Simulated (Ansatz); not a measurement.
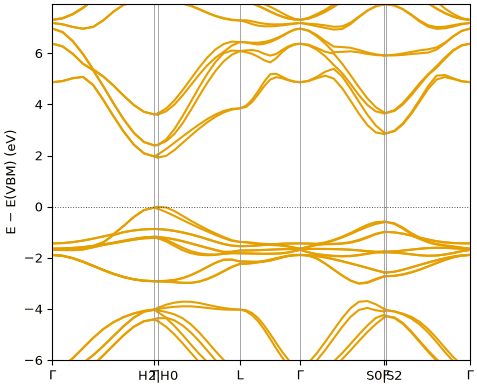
Figure: Band structure from PBEsol with spin–orbit coupling in the plane-wave PAW code Ansatz

The gap is 1.92 eV; an edge lies off the plotted path or next to a special point (maximum off the standard path, minimum off the standard path).

The material is KIO3 in space group R3m (No. 160; K on 3a, I on 3a, O on 9b).

The workflow started from a Materials Project entry (that database holds measured and hypothetical structures alike); the Crystallography Open Database files this formula in space group No. 160, but the cells were not matched. Whether it is the stable phase at ambient conditions was not checked. The cell was relaxed with PBEsol under the symmetry of its start; whether a distortion lowers the energy is not shown.

Potentials: the later of the program's two PAW sets.
